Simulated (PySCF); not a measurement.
SMILES OC[SiH2]S (CH6OSSi), singlet, CAM-B3LYP/def2-SVP optimised geometry. Atoms within 1.6 Å of the plane z = 0.8 Å (x, y, z in Å): O1 (0.98, 0.14, 1.09), C2 (0.58, -0.67, 0.00), Si3 (-1.31, -0.67, 0.00), S4 (-1.94, 1.38, 0.00), H5 (1.94, 0.22, 1.10), H6 (0.95, -1.71, 0.09), H9 (-1.80, -1.42, 1.19), H10 (-0.93, 1.71, 0.83).

Calculation: CAM-B3LYP/def2-TZVP (PySCF 2.14.0). Cells within 0.4 Å of a nucleus heavier than hydrogen are left out (blank, or x).

Map of the electron localisation function on the plane z = 0.8 Å:

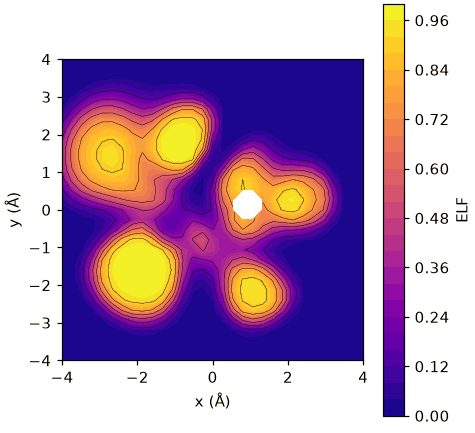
*Electron localisation function on the plane z = 0.8 Å.*
